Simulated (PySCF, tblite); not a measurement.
# C5H2F6: geometry, infrared bands, NMR shifts, spin-spin couplings and electronic excitations

Aim: predict the infrared bands, NMR shifts, spin-spin couplings and electronic excitations of C5H2F6 (`C=C=C(C(F)(F)F)C(F)(F)F`).

Computed with tblite 0.8.0 and PySCF 2.14.0, with density-fitted response routines of our own, on a single molecule in the gas phase. Atoms are numbered from 0 throughout.

### Step 1. The starting structure

13 atoms, charge 0, multiplicity 1; geometry from: force field or distance geometry start.

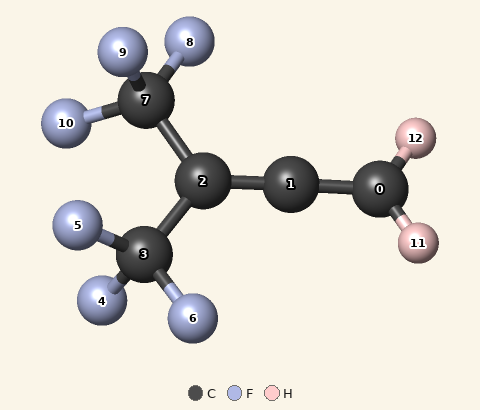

The starting geometry (carbon dark grey, fluorine light blue, hydrogen pink), atoms numbered; sticks join atoms by distance.

### Step 2. Geometry optimisation with GFN2-xTB

The job: settings as JSON, then the geometry in Å.

```
{"job": {"kind": "relax", "xc": "GFN2-xTB", "basis": "xTB"}, "charge": 0, "multiplicity": 1}
C      2.463500     0.245400    -0.156600
C      1.160700     0.122300    -0.084600
C     -0.121600    -0.017000     0.009800
C     -0.836600    -1.243500     0.369900
F     -1.320100    -1.904100    -0.701500
F     -1.889800    -1.033700     1.206900
F     -0.023800    -2.130200     1.017300
C     -1.102800     1.058600    -0.255800
F     -0.570800     2.069000    -0.985900
F     -1.578400     1.608300     0.891200
F     -2.191000     0.618900    -0.959400
H      3.113900    -0.498100     0.277300
H      2.892400     1.104600    -0.646200
```

The run is started by

```
> OMP_NUM_THREADS=2 python probes_run.py task.json out
```

One launch serves the whole session: the jobs run in the order shown.

The log of the run:

```text
step      E/eV     max force
  0   -1088.29037    3.435
  1   -1088.37252    5.287
  2   -1088.55459    1.214
  3   -1088.67668    1.204
  4   -1089.00553    4.068
  5   -1089.16894    3.075
  6   -1089.35065    1.158
  7   -1089.47609    2.127
  8   -1089.64390    3.024
  9   -1089.79514    2.033
 10   -1089.90315    0.848
 11   -1089.97494    1.445
 12   -1090.07437    2.325
 13   -1090.13374    1.306
 14   -1090.17042    0.417
 15   -1090.17540    0.355
 16   -1090.18449    0.140
 17   -1090.18618    0.143
 18   -1090.18912    0.143
 19   -1090.19109    0.087
 20   -1090.19199    0.034
 21   -1090.19219    0.034
 22   -1090.19227    0.029
 23   -1090.19234    0.020
 24   -1090.19240    0.013
 25   -1090.19243    0.012
 26   -1090.19245    0.011
 27   -1090.19248    0.011
 28   -1090.19252    0.014
 29   -1090.19256    0.014
 30   -1090.19258    0.016
 31   -1090.19261    0.015
 32   -1090.19266    0.015
 33   -1090.19269    0.010
 34   -1090.19271    0.008
```

Wall time 0.2 s (2 threads of Intel Xeon Platinum 8488C, shared host).

The steps of the relaxation: (not every step is listed)

```csv
step,energy from step 0 (eV),largest force (eV/Å)
0,0.0000,3.4350
1,-0.0821,5.2873
2,-0.2642,1.2135
3,-0.3863,1.2039
4,-0.7152,4.0676
5,-0.8786,3.0753
6,-1.0603,1.1585
7,-1.1857,2.1274
8,-1.3535,3.0235
10,-1.6128,0.8476
12,-1.7840,2.3255
14,-1.8800,0.4173
16,-1.8941,0.1403
18,-1.8988,0.1428
20,-1.9016,0.0343
22,-1.9019,0.0286
24,-1.9020,0.0127
26,-1.9021,0.0108
28,-1.9022,0.0139
29,-1.9022,0.0137
30,-1.9022,0.0162
31,-1.9022,0.0153
32,-1.9023,0.0154
33,-1.9023,0.0104
34,-1.9023,0.0079
```

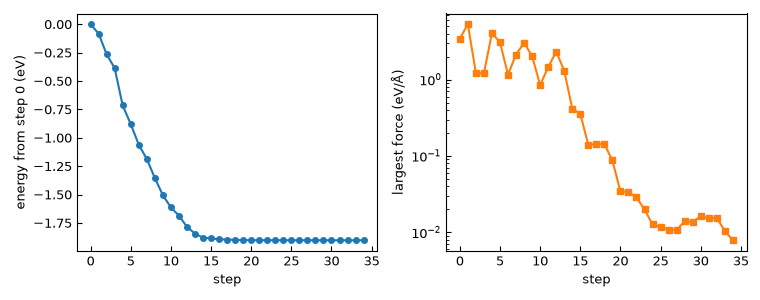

Energy and largest force along the relaxation.

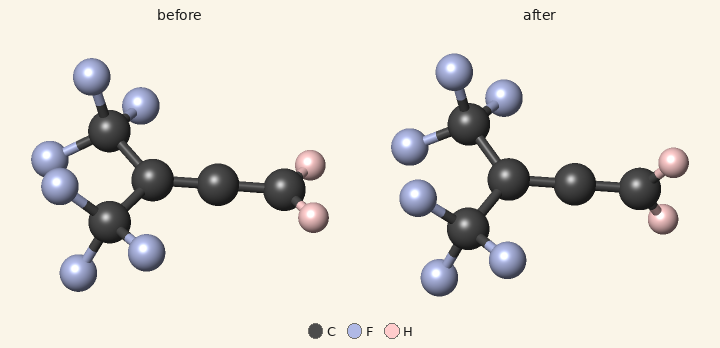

The geometry before (left) and after (right).

Close pairs (by a distance rule), those that changed most:

```csv
bond,before (Å),after (Å),change (Å)
C2–C3,1.465,1.509,+0.045
C7–F10,1.368,1.334,-0.034
C2–C7,1.480,1.509,+0.029
C3–F6,1.366,1.338,-0.028
C3–F5,1.362,1.334,-0.027
C0–C1,1.311,1.285,-0.026
C7–F9,1.358,1.341,-0.017
C7–F8,1.355,1.338,-0.017
```

The next job starts from the end point, and lists it.

### Step 3. Infrared spectrum with GFN2-xTB

The job: settings as JSON, then the geometry in Å.

```
{"job": {"kind": "ir", "xc": "GFN2-xTB", "basis": "xTB"}, "charge": 0, "multiplicity": 1}
C      2.397072     0.242206    -0.150330
C      1.121346     0.112712    -0.071078
C     -0.175544    -0.017436     0.009560
C     -0.825057    -1.351760     0.284395
F     -1.266661    -1.936836    -0.838395
F     -1.870681    -1.248957     1.106830
F      0.036664    -2.208100     0.845922
C     -1.106664     1.157238    -0.167205
F     -0.506720     2.161121    -0.817946
F     -1.516648     1.655782     1.008101
F     -2.202613     0.838037    -0.858220
H      2.993401     0.473603     0.716720
H      2.917717     0.122876    -1.086083
```

The log of the run:

```text
mode    cm-1     km/mol
  1      23.3      1.30
  2      34.7      0.03
  3     103.8      2.00
  4     118.0      2.27
  5     126.3      0.28
  6     274.7      0.40
  7     287.8      1.85
  8     305.4      1.63
  9     315.8      0.57
 10     417.0     32.13
 11     432.5      0.62
 12     436.8     14.35
 13     470.1      0.02
 14     484.0     20.38
 15     541.1      0.37
 16     597.4      0.16
 17     631.9     46.02
 18     640.9      8.36
 19     703.6      6.83
 20     861.9     27.16
 21     905.1     15.92
 22     941.5    176.87
 23    1037.5     24.05
 24    1058.0    208.27
 25    1077.7    544.26
 26    1102.8    427.73
 27    1118.4     87.52
 28    1212.2    310.85
 29    1268.5    137.60
 30    1416.4     12.71
 31    2082.3    225.05
 32    3088.6     12.70
 33    3102.9      4.37
```

Run time: 0.38 s. Hardware: 2 threads of Intel Xeon Platinum 8488C, shared host.

Which atoms move in the most intense modes:

| cm⁻¹ | km/mol | atoms |
| --- | --- | --- |
| 942 | 176.9 | C2 33 %, F6 11 %, F8 11 % |
| 1058 | 208.3 | C7 37 %, C3 37 % |
| 1078 | 544.3 | C7 37 %, C3 37 % |
| 1103 | 427.7 | C3 36 %, C7 36 % |
| 1118 | 87.5 | C7 35 %, C3 34 % |
| 1212 | 310.9 | C2 42 %, C3 27 %, C7 26 % |
| 1268 | 137.6 | H11 35 %, H12 35 %, C2 18 % |
| 2082 | 225.1 | C1 67 %, C0 16 %, C2 16 % |

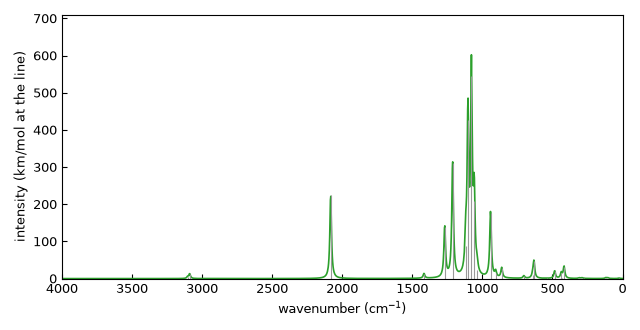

The infrared spectrum from these modes, unscaled. Lines are broadened to a width of 14 cm⁻¹ (Lorentzian).

### Step 4. Relaxing the molecule at PBE0-D3(BJ)/def2-SVP

The job: settings as JSON, then the geometry in Å.

```
{"job": {"xc": "PBE0", "basis": "def2-SVP", "d3": "d3bj", "grid": 1, "shake": 0.01, "kind": "geom"}, "charge": 0, "multiplicity": 1}
C      2.417480     0.216650    -0.146150
C      1.115670     0.108190    -0.073230
C     -0.195740    -0.019760     0.000910
C     -0.791830    -1.349500     0.280870
F     -1.269470    -1.943520    -0.848950
F     -1.874590    -1.244140     1.104440
F      0.046240    -2.210100     0.846160
C     -1.091210     1.162690    -0.172260
F     -0.508550     2.166530    -0.798600
F     -1.519340     1.653350     1.018120
F     -2.211480     0.835120    -0.849390
H      2.999200     0.474520     0.723420
H      2.889440     0.133090    -1.095680
```

The log of the run:

```text
step   0  E = -789.37072027  max force = 0.041211
step   1  E = -789.37500783  max force = 0.010286
step   2  E = -789.37553961  max force = 0.004819
step   3  E = -789.37580246  max force = 0.001430
step   4  E = -789.37586117  max force = 0.001261
step   5  E = -789.37588461  max force = 0.000542
step   6  E = -789.37589132  max force = 0.000384
optimisation converged
```

Run time: 51 s. Hardware: 2 threads of Intel Xeon Platinum 8488C, shared host; peak memory 0.72 GiB.

Relaxation path:

```
step  energy from step 0 (eV)  largest force component (eV/Å)
   0                   0.0000                          2.1192
   1                  -0.1167                          0.5289
   2                  -0.1311                          0.2478
   3                  -0.1383                          0.0735
   4                  -0.1399                          0.0648
   5                  -0.1405                          0.0279
   6                  -0.1407                          0.0197
```

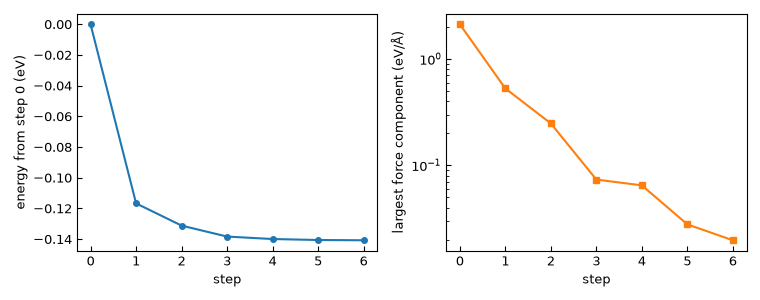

Energy and force, step by step.

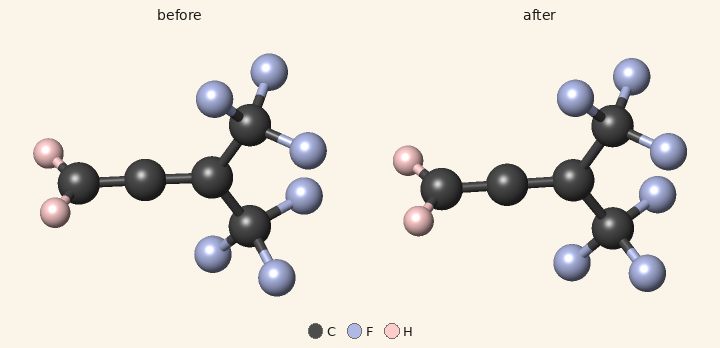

Before and after, at one scale.

Close pairs (by a distance rule), those that changed most:

```
  bond  before (Å)  after (Å)  change (Å)
C0–H12       1.064      1.095      +0.031
 C3–F5       1.364      1.334      -0.031
 C3–F4       1.363      1.333      -0.030
 C2–C3       1.484      1.511      +0.027
 C7–F9       1.357      1.333      -0.024
C0–H11       1.078      1.095      +0.017
 C2–C7       1.493      1.511      +0.017
C7–F10       1.349      1.333      -0.016
```

The final coordinates are the input of the step that follows.

```
                         at the end point                value
  point group (found at 0.08 Å tolerance)                   C2
rotational constants (GHz, main isotopes)  1.351, 1.048, 0.746
                        dipole moment (D)                 3.25
```

### Step 5. Shielding tensors: PBE0/pcSseg-1

The job: settings as JSON, then the geometry in Å.

```
{"job": {"kind": "nmr", "xc": "PBE0", "basis": "pcSseg-1"}, "charge": 0, "multiplicity": 1}
C      2.392251     0.234221    -0.291619
C      1.107540     0.102415    -0.136512
C     -0.188522    -0.024679     0.016127
C     -0.817338    -1.361564     0.330999
F     -1.453602    -1.860255    -0.728539
F     -1.710071    -1.245248     1.314748
F      0.100100    -2.246987     0.705668
C     -1.108139     1.168002    -0.100272
F     -0.494964     2.192376    -0.683593
F     -1.525037     1.573034     1.099164
F     -2.189907     0.866893    -0.818756
H      3.038443     0.474321     0.558955
H      2.855403     0.109118    -1.275718
```

Method: GIAO PBE0/pcSseg-1 NMR shielding, non-relativistic, gas phase.

The log of the run:

```text
coarse grid: 13192 points
cycle   1  E = -789.5393043126  dE =  2.078e+00  |g| = 1.234e+00  |ddm| = 4.137e+00
cycle   2  E = -789.2160676575  dE =  3.232e-01  |g| = 1.925e+00  |ddm| = 2.055e+00
cycle   3  E = -789.7891108846  dE = -5.730e-01  |g| = 1.571e-01  |ddm| = 1.459e+00
cycle   4  E = -789.7935709962  dE = -4.460e-03  |g| = 8.375e-02  |ddm| = 2.019e-01
cycle   5  E = -789.7952863034  dE = -1.715e-03  |g| = 1.659e-02  |ddm| = 7.847e-02
cycle   6  E = -789.7953443743  dE = -5.807e-05  |g| = 2.794e-03  |ddm| = 1.496e-02
cycle   7  E = -789.7953460158  dE = -1.642e-06  |g| = 9.732e-04  |ddm| = 2.868e-03
final grid: 136408 points
cycle   8  E = -789.8981944295  dE = -5.761e-05  |g| = 6.769e-03  |ddm| = 3.756e-02
cycle   9  E = -789.8981892250  dE =  5.204e-06  |g| = 9.288e-03  |ddm| = 1.189e-02
cycle  10  E = -789.8982032747  dE = -1.405e-05  |g| = 7.937e-04  |ddm| = 6.422e-03
cycle  11  E = -789.8982033862  dE = -1.115e-07  |g| = 3.771e-04  |ddm| = 9.091e-04
cycle  12  E = -789.8982034181  dE = -3.189e-08  |g| = 1.387e-04  |ddm| = 4.418e-04
cycle  13  E = -789.8982034225  dE = -4.357e-09  |g| = 2.072e-05  |ddm| = 1.349e-04
cycle  14  E = -789.8982034225  dE = -6.639e-11  |g| = 8.713e-06  |ddm| = 2.238e-05
converged SCF energy = -789.8982034225

GIAO shielding tensors (ppm)
atom      isotropic    diamagn.    paramagn.     s11        s22        s33       span
  0 C       92.295     262.330    -170.035     -8.864    118.357    167.391    176.255
  1 C      -38.533     260.038    -298.570    -58.166    -46.947    -10.485     47.681
  2 C       83.094     267.232    -184.138     18.793    104.104    126.385    107.591
  3 C       58.295     237.946    -179.651     49.833     60.205     64.848     15.015
  4 F      242.091     472.233    -230.142    165.895    237.043    323.336    157.441
  5 F      251.782     472.183    -220.401    178.106    249.326    327.914    149.809
  6 F      257.610     472.895    -215.285    184.272    248.109    340.450    156.178
  7 C       58.311     237.997    -179.686     49.870     60.245     64.817     14.947
  8 F      257.552     472.941    -215.389    184.705    247.623    340.328    155.623
  9 F      241.196     472.412    -231.217    164.982    235.568    323.036    158.054
 10 F      252.640     472.106    -219.466    179.249    250.622    328.050    148.801
 11 H       25.369      28.769      -3.400     23.233     23.902     28.972      5.739
 12 H       25.366      28.758      -3.392     23.227     23.900     28.970      5.744
```

Wall time 19 s (2 threads of Intel Xeon Platinum 8488C, shared host); peak memory 1.4 GiB.

The references, computed at this level on geometries of the same kind, shield at (ppm): ¹H TMS 31.27, ¹³C TMS 184.4, ¹⁹F CFCl3 177.2. Their shielding less the atom's gives the shift. The references are single molecules in the gas phase, so shifts against H2O, NH3, PH3, H3PO4 or CFCl3 are not on the usual liquid scales and can be off by tens of ppm. Atoms listed in one row are averaged.

| atoms | environment | σ (ppm) | δ (ppm) | δ scaled to CDCl3 |
| --- | --- | --- | --- | --- |
| C1 | central carbon of an allene | -38.5 | 222.9 | 216.0 |
| C3, C7 | CF3 carbon | 58.3 | 126.1 | 121.9 |
| C2 | terminal carbon of a cumulated C=C=C unit | 83.1 | 101.3 | 97.9 |
| C0 | terminal carbon of a cumulated C=C=C unit | 92.3 | 92.1 | 88.9 |
| H11, H12 | hydrogen on a terminal carbon of a cumulated C=C=C unit | 25.37 | 5.90 | 5.81 |
| F4, F5, F6, F8, F9, F10 | fluorine of a CF3 group | 250.5 | -73.2 | – |

The scaled column applies a straight-line fit of computed shieldings to shifts measured in CDCl3; 19F shifts take a fit of their own (root-mean-square error 0.21 ppm for H, 2.0 ppm for C).

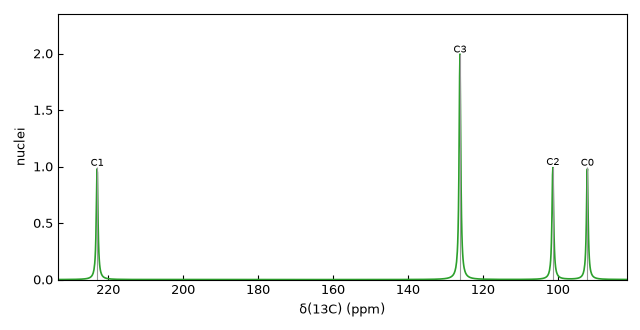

¹³C lines at the computed shifts, without couplings. Lines are broadened to a width of 0.52 ppm (Lorentzian).

Charges from the same density, by scheme (e):

```
                  atoms  Mulliken    IAO  Hirshfeld  ESP fit
                     C0     -0.12  -0.31      -0.07    -0.54
                     C1      0.14   0.08       0.02     0.24
                     C2     -0.72  -0.17      -0.09    -0.33
                 C3, C7      0.93   0.82       0.25     0.57
F4, F5, F6, F8, F9, F10     -0.25  -0.27      -0.09    -0.17
```

IAO charges:

C0 -0.31; C1 0.08; C2 -0.17; C3 0.82; F4 -0.27; F5 -0.27; F6 -0.27; C7 0.82; F8 -0.27; F9 -0.27; F10 -0.27; H11 0.19; H12 0.19

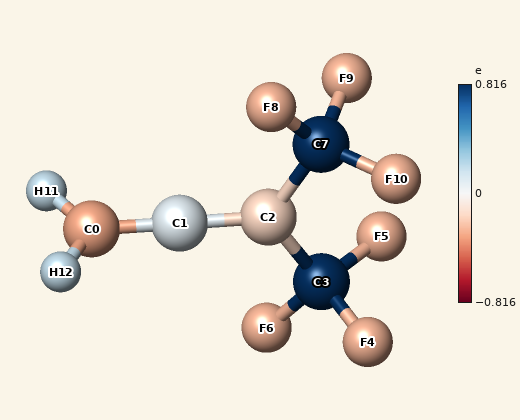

IAO charges, as colours on the atoms.

Mayer bond orders: C0–C1 2.11, C1–C2 1.71, C2–C3 0.98, C3–F4 1.02, C3–F5 1.01, C3–F6 1.03, C2–C7 0.98, C7–F8 1.03, C7–F9 1.02, C7–F10 1.01.

[end of part 1 of 2]
